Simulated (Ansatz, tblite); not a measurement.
# Diborane 1,2-di F (B₂H₄F₂): which spin state is lowest

Is the singlet the ground state of diborane 1,2-di F (B₂H₄F₂)? Other spin states are computed and compared level by level.

Computed with Ansatz 0.2.0, Gaussian basis. Level: as each input shows.

The runs, in order: triplet, at the geometry of the singlet (GFN1-xTB, GFN2-xTB, PBE0-D4/def2-TZVP, PBE-D4/def2-TZVP, r2SCAN-D4/def2-TZVP); the singlet's energies come from earlier runs.

### 1 The relaxed structure

The geometry is that of the singlet, from an earlier relaxation (B3LYP-D4/def2-TZVP).

8 atoms, charge 0, spin multiplicity 1.

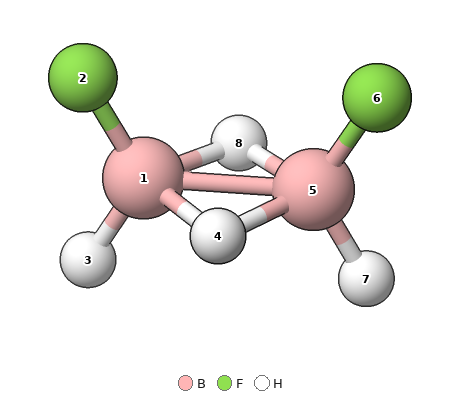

The geometry (boron pink, fluorine green, hydrogen white); atoms are numbered from 1 in the order of the file.

### 2 Triplet at the fixed geometry, GFN1-xTB

Tight binding, by tblite at 300 K electronic temperature and without a spin-polarisation term:

```python
tblite.interface.Calculator('GFN1-xTB', numbers, positions, charge=0, uhf=2).singlepoint()
```

Energy -407.6183 eV; 0.003 s.

### 3 Triplet at the fixed geometry, GFN2-xTB

Tight binding, by tblite at 300 K electronic temperature and without a spin-polarisation term:

```python
tblite.interface.Calculator('GFN2-xTB', numbers, positions, charge=0, uhf=2).singlepoint()
```

Energy -375.7612 eV; 0.002 s.

### 4 Triplet at the fixed geometry, PBE0-D4/def2-TZVP

The input, in.yaml:

```yaml
crystal:
  periodic: [false, false, false]
  atoms:
    - {symbol: B, position_ang: [0.863696, 0.115105, 0.225390]}
    - {symbol: F, position_ang: [1.524118, -0.915323, 0.774974]}
    - {symbol: H, position_ang: [1.389949, 1.163267, 0.033123]}
    - {symbol: H, position_ang: [-0.275876, 0.381559, 0.866792]}
    - {symbol: B, position_ang: [-0.864419, -0.087562, -0.234821]}
    - {symbol: F, position_ang: [-1.468754, -1.266340, -0.022144]}
    - {symbol: H, position_ang: [-1.440534, 0.831064, -0.721417]}
    - {symbol: H, position_ang: [0.271819, -0.221761, -0.921898]}
basis:
  gaussian: {orbitals: def2-TZVP}
magnetization: {spin_polarized: true, initial_magnetization: 2}
hamiltonian: {xc: pbe0, dispersion: d4}
scf: {omitted_lower_state_checks: [starts]}
output: {orbitals: {seedname: orbitals}}
```

Command:

```
$ ansatz run in.yaml --threads 4 --pin off --events-out ev --progress --plain --max-ram 3916MiB
```

Standard output:

```text
Functional definition: PBE0
  name "PBE0"
  cite "Adamo & Barone, J. Chem. Phys. 110, 6158 (1999) doi:10.1063/1.478522"
  cite "Perdew, Burke & Ernzerhof, Phys. Rev. Lett. 77, 3865 (1996) doi:10.1103/PhysRevLett.77.3865"
  parent pbe
  parameter a = 0.25
  parameter kappa = 0.804
  parameter beta = 0.06672455060314922
  exchange = (1 - a)*pbe_x(kappa = kappa, mu = beta*pi^2/3) + a*exact_x
  correlation = pbe_c(beta = beta)
these checks for a lower state are left out or cut short: starts
826 factors; their error is unknown
mean field evaluation 1: about -6840.1987 eV, gradient 2.1e1 eV
mean field evaluation 2: about -6840.9795 eV, gradient 1.8e1 eV
mean field evaluation 4: about -6842.2482 eV, gradient 1.1e0 eV
mean field evaluation 8: about -6842.2550 eV, gradient 4.8e-2 eV
mean field evaluation 16: about -6842.2792 eV, gradient 1.1e-4 eV
mean field -6842.27922104 eV, -251.4491235099 hartree, gradient 1.6e-5 eV, S^2 2.006305; 0 other end points of the search recorded, 0 dependent functions left out
reference -6842.27925838 eV, -251.4491248820 hartree; 17, 15 occupied and 131, 133 virtual orbitals, 826 factors
Total energy: -6842.35503476 eV, -251.4519096126 hartree
Checks for a lower state left out: starts
```

Run time: 2.7 s. Hardware: 4 threads of Arm Neoverse V1, shared host.

From the report: HOMO -2.77 eV, LUMO -7.88 eV (over both spins; with the spin held, an empty level of the minority spin lies below the top filled one); ⟨S²⟩ 2.006 (pure: 2.00).

### 5 Triplet at the fixed geometry, PBE-D4/def2-TZVP

start.molden holds the orbitals of an earlier run on this state, given as this run's starting guess.

in.yaml: that of step 4 with these lines changed.

```diff
@@ -12,5 +12,5 @@
 basis:
-  gaussian: {orbitals: def2-TZVP}
+  gaussian: {orbitals: def2-TZVP, initial_orbitals: start.molden}
 magnetization: {spin_polarized: true, initial_magnetization: 2}
-hamiltonian: {xc: pbe0, dispersion: d4}
+hamiltonian: {xc: pbe, dispersion: d4}
 scf: {omitted_lower_state_checks: [starts]}
```

Launched as before.

Standard output:

```text
Functional definition: PBE
  name "PBE"
  cite "Perdew, Burke & Ernzerhof, Phys. Rev. Lett. 77, 3865 (1996) doi:10.1103/PhysRevLett.77.3865"
  parent pbe
  parameter kappa = 0.804
  parameter beta = 0.06672455060314922
  exchange = pbe_x(kappa = kappa, mu = beta*pi^2/3)
  correlation = pbe_c(beta = beta)
these checks for a lower state are left out or cut short: starts
826 factors; their error is unknown
mean field evaluation 1: about -6842.3840 eV, gradient 6.3e0 eV
mean field evaluation 2: about -6842.4855 eV, gradient 1.1e-1 eV
mean field evaluation 4: about -6842.4762 eV, gradient 7.1e-4 eV
mean field evaluation 8: about -6842.4762 eV, gradient 2.0e-5 eV
mean field -6842.47615469 eV, -251.4563606881 hartree, gradient 1.9e-5 eV, S^2 2.003053; 0 other end points of the search recorded, 0 dependent functions left out
reference -6842.47620450 eV, -251.4563625185 hartree; 17, 15 occupied and 131, 133 virtual orbitals, 826 factors
Total energy: -6842.56811241 eV, -251.4597400717 hartree
Checks for a lower state left out: starts
```

It took 1.8 s on 4 threads of Arm Neoverse V1, shared host.

Report: HOMO -1.80 eV, LUMO -8.29 eV (over both spins; with the spin held, an empty level of the minority spin lies below the top filled one); ⟨S²⟩ 2.003 (pure: 2.00).

### 6 Triplet at the fixed geometry, r2SCAN-D4/def2-TZVP

in.yaml: that of step 5 with these lines changed.

```diff
@@ -14,3 +14,3 @@
 magnetization: {spin_polarized: true, initial_magnetization: 2}
-hamiltonian: {xc: pbe, dispersion: d4}
+hamiltonian: {xc: r2scan, dispersion: d4}
 scf: {omitted_lower_state_checks: [starts]}
```

Launched as before.

Standard output:

```text
Functional definition: r2SCAN
  name "r2SCAN"
  cite "Furness, Kaplan, Ning, Perdew & Sun, J. Phys. Chem. Lett. 11, 8208 (2020) doi:10.1021/acs.jpclett.0c02405"
  cite "Furness, Kaplan, Ning, Perdew & Sun, J. Phys. Chem. Lett. 11, 9248 (2020) doi:10.1021/acs.jpclett.0c03077"
  parent r2scan
  parameter k0 = 0.174
  parameter k1 = 0.065
  parameter a1 = 4.9479
  exchange = r2scan_x(k0 = k0, k1 = k1, a1 = a1)
  correlation = r2scan_c
these checks for a lower state are left out or cut short: starts
826 factors; their error is unknown
mean field evaluation 1: about -6846.6404 eV, gradient 3.3e0 eV
mean field evaluation 2: about -6846.6782 eV, gradient 4.8e-2 eV
mean field evaluation 4: about -6846.6736 eV, gradient 1.9e-4 eV
mean field -6846.67356961 eV, -251.6106128410 hartree, gradient 2.3e-5 eV, S^2 2.007708; 0 other end points of the search recorded, 0 dependent functions left out
reference -6846.67358775 eV, -251.6106135076 hartree; 17, 15 occupied and 131, 133 virtual orbitals, 826 factors
Total energy: -6846.69550615 eV, -251.6114189942 hartree
Checks for a lower state left out: starts
```

Run time: 3.1 s. Hardware: 4 threads of Arm Neoverse V1, shared host.

From the report: HOMO -1.98 eV, LUMO -8.40 eV (over both spins; with the spin held, an empty level of the minority spin lies below the top filled one); ⟨S²⟩ 2.008 (pure: 2.00).

### 7 Triplet less singlet, vertical

The singlet's energies are those of its earlier runs, whose logs aren't repeated here.

```
              level  triplet less singlet, vertical (eV)     time
           GFN1-xTB                               +7.169  0.017 s
           GFN2-xTB                               +6.188  0.006 s
   PBE-D4/def2-TZVP                               +6.640    2.6 s
r2SCAN-D4/def2-TZVP                               +6.932    4.7 s
  PBE0-D4/def2-TZVP                               +7.272    3.7 s
```

Times add the two runs; a level without a time comes out of a correlated run. Tight binding without a spin term can't rank spin states.

### 8 Results

| quantity | value |
| --- | --- |
| triplet less singlet, vertical, functionals in def2-TZVP | +6.640 (PBE-D4) to +7.272 eV (PBE0-D4) |

What this shows: All functionals put the triplet above the singlet, over a spread of 0.632 eV. The checks for a lower triplet were left out, so another state of that spin may lie lower. These are electronic energies, without zero-point motion, entropy or surroundings.
